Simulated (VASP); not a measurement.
Given:

```xyz
2
Lattice="0.0000 2.3944 2.3944 2.3944 0.0000 2.3944 2.3944 2.3944 0.0000" Properties=species:S:1:pos:R:3 pbc="T T T"
Ca     0.0000     0.0000     0.0000
O      2.3944     2.3944     2.3944
```

Calculation: AM05 GGA, VASP's PBE PAW potentials (set 64) (plane waves; VASP 6.6.1). Numerical set-up: 520 eV cut-off, 11×11×11 Γ-centred mesh, tetrahedra with Blöchl corrections, potentials Ca_sv O.

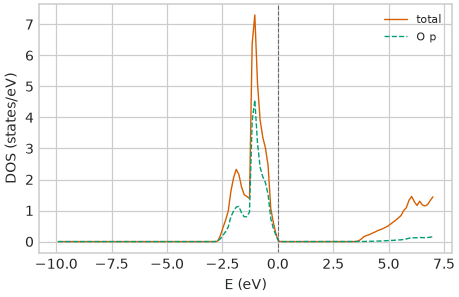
*Total and projected density of states, zero at the valence-band maximum*

Within 2 eV below the valence-band maximum the largest weight inside VASP's projection spheres is O p.

It has a band gap.

The compound is CaO in the rock salt structure. It was relaxed first.
